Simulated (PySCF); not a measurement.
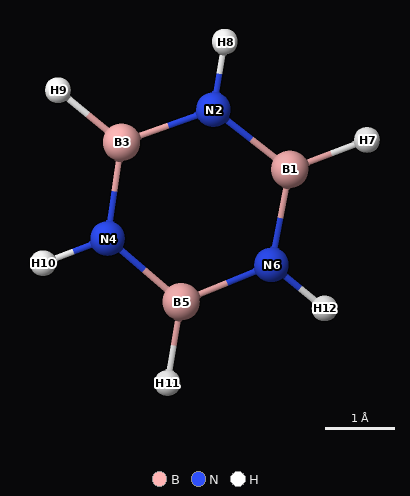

Figure 1. The structure as given in the input (ball-and-stick view, seen on its broad side; atoms are numbered from 1 in the order of the input). Bond lengths as drawn: B–H 1.21 Å, B–N 1.43 Å and H–N 1.01 Å.

# Two runs on B$_{3}$N$_{3}$H$_{6}$

System: B$_{3}$N$_{3}$H$_{6}$ (borazine), SMILES B1NBNBN1.
Method of run A: TDDFT PBE0/aug-cc-pVDZ, vertical, gas phase, core orbitals frozen in the response (PySCF 2.14.0).

The geometry comes from this level: PBE0-D3(BJ)/def2-SVP. Text and figures count atoms from 1; the logs count them from 0 in places.

Input, run A:
```
{"job": {"kind": "uv", "xc": "PBE0", "basis": "aug-cc-pVDZ"}, "charge": 0, "multiplicity": 1}
B      1.001928    -1.054577    -0.087117
N      1.365433     0.285585     0.240390
B      0.409933     1.341501     0.331888
N     -0.955944     1.013368     0.083734
B     -1.382501    -0.308201    -0.244189
N     -0.380230    -1.320337    -0.322033
H      1.832021    -1.931163    -0.163576
H      2.339694     0.497191     0.409553
H      0.745568     2.470275     0.608407
H     -1.650296     1.745945     0.144847
H     -2.547939    -0.559774    -0.448437
H     -0.659808    -2.263943    -0.554527
```

The first line tells a small driver script what to run in PySCF; the rest is the geometry in Å.

Launched with:
```bash
OMP_NUM_THREADS=1 python <driver script> task.json out
```

Hardware: 1 CPU thread, shared host.

Output (run A):
```
coarse grid: 10168 points
cycle   1  E = -242.3156991006  dE =  7.694e-01  |g| = 5.244e-01  |ddm| = 8.618e+00
cycle   2  E = -242.2659118349  dE =  4.979e-02  |g| = 7.142e-01  |ddm| = 2.140e+00
cycle   3  E = -242.3807375790  dE = -1.148e-01  |g| = 3.843e-02  |ddm| = 9.943e-01
cycle   4  E = -242.3810639189  dE = -3.263e-04  |g| = 1.443e-02  |ddm| = 1.083e-01
cycle   5  E = -242.3811182959  dE = -5.438e-05  |g| = 2.476e-03  |ddm| = 3.863e-02
cycle   6  E = -242.3811198923  dE = -1.596e-06  |g| = 1.463e-04  |ddm| = 6.085e-03
final grid: 98832 points
cycle   7  E = -242.3954730711  dE = -2.478e-05  |g| = 9.430e-03  |ddm| = 1.551e-01
cycle   8  E = -242.3954541338  dE =  1.894e-05  |g| = 1.344e-02  |ddm| = 3.299e-02
cycle   9  E = -242.3954935484  dE = -3.941e-05  |g| = 3.150e-04  |ddm| = 1.844e-02
cycle  10  E = -242.3954935799  dE = -3.146e-08  |g| = 1.096e-04  |ddm| = 1.440e-03
cycle  11  E = -242.3954935827  dE = -2.816e-09  |g| = 2.759e-05  |ddm| = 2.465e-04
cycle  12  E = -242.3954935829  dE = -1.642e-10  |g| = 1.020e-05  |ddm| = 6.033e-05
converged SCF energy = -242.3954935829

Static polarisability (au): isotropic 62.647, principal 44.214 71.862 71.865

Singlet excitations
state   eV       nm        f      main configurations
  1   6.7486    183.7   0.00000   H-1->L+1 0.26, H->L+2 0.26, H->L+1 0.23
  2   7.1020    174.6   0.00000   H->L 0.90
  3   7.1024    174.6   0.00000   H-1->L 0.90
  4   7.3894    167.8   0.00000   H->L+1 0.26, H-1->L+2 0.26, H-1->L+1 0.23
  5   7.4728    165.9   0.04557   H->L+4 0.40, H-1->L+3 0.40
  6   7.6390    162.3   0.00102   H-1->L+3 0.37, H->L+4 0.37
  7   7.6391    162.3   0.00018   H->L+3 0.37, H-1->L+4 0.37
  8   7.6508    162.1   0.32712   H->L+2 0.43, H-1->L+1 0.43, H-1->L+5 0.10
  9   7.6509    162.1   0.32627   H-1->L+2 0.42, H->L+1 0.42, H->L+5 0.10
 10   7.7224    160.6   0.05500   H-2->L+2 0.46, H-3->L+1 0.46

Triplet excitations (Tamm-Dancoff, eV): 6.1688 6.3614 6.3615 6.4754
```

The input of run B differs as follows (lines with − go, lines with + come):
```diff
-"basis": "aug-cc-pVDZ"
+"basis": "6-31+G*"
```

How does run B compare with run A?

The total energy of run B is 17.9 kcal/mol higher, which measures the change of basis and not a stability. The LUMO goes from 0.00 to 0.23 eV. The lowest excitation goes from 6.75 to 6.82 eV. The strongest computed line goes from 7.65 to 7.72 eV. The number of SCF iterations is the same. The basis functions go from 192 to 120.

Output (run B):
```
coarse grid: 10168 points
cycle   1  E = -242.3456578818  dE =  7.657e-01  |g| = 5.220e-01  |ddm| = 3.274e+00
cycle   2  E = -242.3017491885  dE =  4.391e-02  |g| = 6.943e-01  |ddm| = 1.037e+00
cycle   3  E = -242.4111464161  dE = -1.094e-01  |g| = 4.199e-02  |ddm| = 6.038e-01
cycle   4  E = -242.4115220904  dE = -3.757e-04  |g| = 1.590e-02  |ddm| = 5.431e-02
cycle   5  E = -242.4115878486  dE = -6.576e-05  |g| = 1.645e-03  |ddm| = 1.901e-02
cycle   6  E = -242.4115885952  dE = -7.466e-07  |g| = 1.075e-04  |ddm| = 2.843e-03
final grid: 98832 points
cycle   7  E = -242.3668726216  dE = -1.780e-05  |g| = 9.501e-03  |ddm| = 2.951e-02
cycle   8  E = -242.3668542699  dE =  1.835e-05  |g| = 1.339e-02  |ddm| = 1.754e-02
cycle   9  E = -242.3668936570  dE = -3.939e-05  |g| = 3.293e-04  |ddm| = 9.786e-03
cycle  10  E = -242.3668936914  dE = -3.444e-08  |g| = 1.081e-04  |ddm| = 5.067e-04
cycle  11  E = -242.3668936941  dE = -2.626e-09  |g| = 2.459e-05  |ddm| = 1.256e-04
cycle  12  E = -242.3668936942  dE = -1.229e-10  |g| = 1.060e-05  |ddm| = 3.247e-05
converged SCF energy = -242.3668936942

Static polarisability (au): isotropic 57.648, principal 38.971 66.985 66.988

Singlet excitations
state   eV       nm        f      main configurations
  1   6.8239    181.7   0.00000   H->L+2 0.26, H-1->L+1 0.26, H->L+1 0.23
  2   7.2172    171.8   0.00000   H->L 0.89
  3   7.2176    171.8   0.00000   H-1->L 0.89
  4   7.4550    166.3   0.00000   H->L+1 0.26, H-1->L+2 0.26, H->L+2 0.23
  5   7.5458    164.3   0.05384   H->L+4 0.38, H-1->L+3 0.37, H->L+3 0.11
  6   7.7199    160.6   0.32834   H->L+2 0.41, H-1->L+1 0.41, H-1->L+5 0.09
  7   7.7199    160.6   0.32677   H-1->L+2 0.40, H->L+1 0.40, H->L+5 0.09
  8   7.7289    160.4   0.00207   H-1->L+3 0.44, H->L+4 0.44, H->L 0.09
  9   7.7290    160.4   0.00032   H->L+3 0.45, H-1->L+4 0.44, H-1->L 0.09
 10   7.8364    158.2   0.00070   H-1->L+4 0.38, H->L+3 0.38, H-1->L+3 0.11

Triplet excitations (Tamm-Dancoff, eV): 6.2198 6.4274 6.4275 6.5596
```

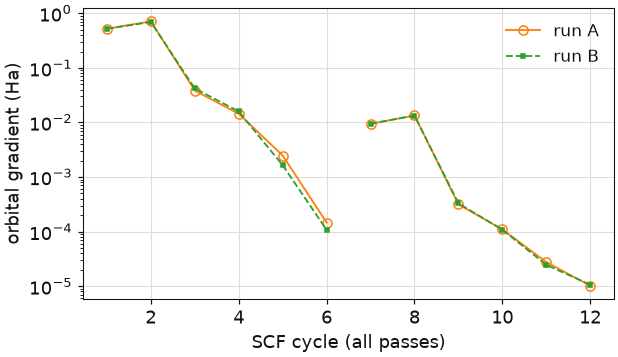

Figure 2. Convergence of the two runs: orbital gradient against the SCF cycle. A break in a curve parts two SCF passes (coarse and final grid). Run A takes 12 cycles in all, and run B takes 12.

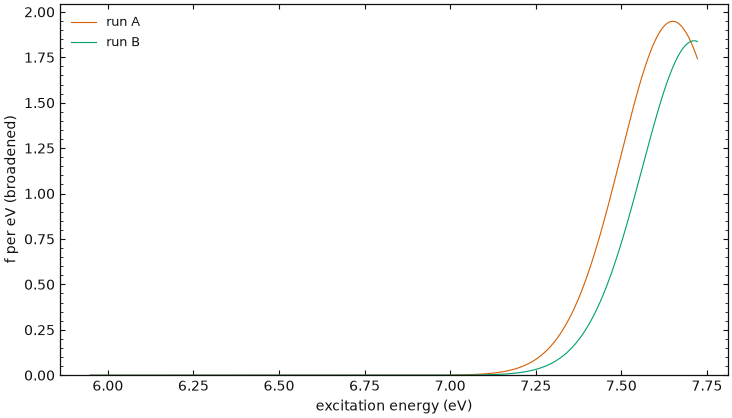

Figure 3. Absorption of the two runs from their computed states, each broadened by a Gaussian of 0.35 eV full width; the range ends where the shorter list of states ends.

The two runs side by side:

```csv
quantity,run A,run B
outcome,converged,converged
total energy (hartree),−242.395494,−242.366894
HOMO (eV),−8.16,−8.13
LUMO (eV),0.00,0.23
dipole moment (D),0.00,0.00
lowest excitation (eV),6.75,6.82
SCF iterations,12,12
strongest computed line (eV),7.65,7.72
basis functions,192,120
wall time (shared host),23 s,12 s
```
